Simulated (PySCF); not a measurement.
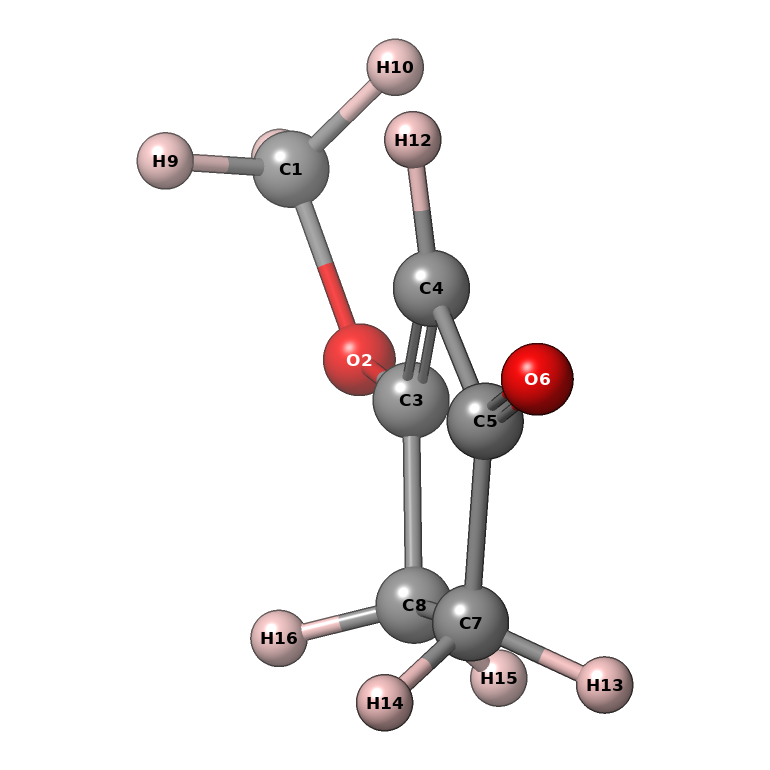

C8 lies behind C7. The molecule seen a little off the C7–C8 bond, C7 in front. Depth is shown by fading: the farther an atom, the more it takes the colour of the background. Geometry: a frame of a GFN2-xTB molecular-dynamics simulation, not a minimum.

> What is the torsion angle C5–C7–C8–C3? The sign is positive where the front bond must turn clockwise to cover the back bond.

3°, synperiplanar (eclipsed). The bonds about C7–C8 are eclipsed.
